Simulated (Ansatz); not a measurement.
Strength of the C–Se bond: C5H8Se → C3H5 + C2H3Se

Species: C5H8Se `C=CC[Se]C=C`, singlet; C3H5 `[CH2]C=C`, doublet; C2H3Se `C=C[Se]`, doublet. 

Shapes, held fixed at every level: PBE0-D4/def2-TZVP. Flexible molecules stand in one conformer, not always the lowest. Programs: Ansatz 0.2.0. Electronic energies: no zero-point or thermal term.

| level | kind | ΔE (kJ/mol) |
| --- | --- | --- |
| HF/def2-TZVPP | Hartree–Fock | +51.7 |
| PBE-D4/def2-TZVPP | GGA | +212.7 |
| r2SCAN-D4/def2-TZVPP | meta-GGA | +187.3 |
| B3LYP-D4/def2-TZVPP | global hybrid | +192.9 |
| PBE0-D4/def2-TZVPP | global hybrid | +206.5 |
| wB97M-V/def2-TZVPP | range-separated hybrid | +210.5 |
| B2PLYP/def2-TZVPP | double hybrid | +198.8 |

B2PLYP/def2-TZVPP gives ΔE = +198.8 kJ/mol; the levels span +51.7 to +212.7. The median of the levels is +198.8. Hartree–Fock misses the correlation of the pair that is broken and comes out low. No measured value is set beside it here. Spin contamination: C3H5 (⟨S²⟩ up to 0.95), C2H3Se (⟨S²⟩ up to 0.94). Open shells run unrestricted unless RO is named. Relativity is left out for Se unless named. Correlated rows may include outer-core shells of Se, which these sets cover unevenly.

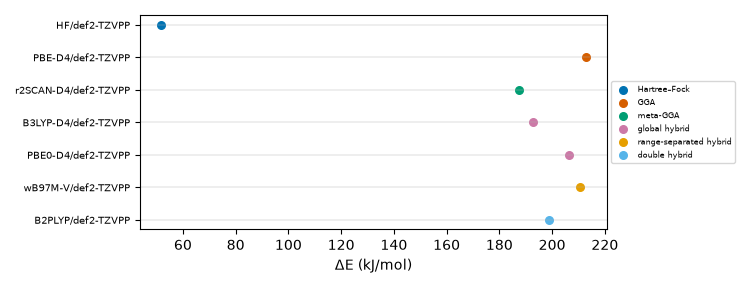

The values of the table, level by level.
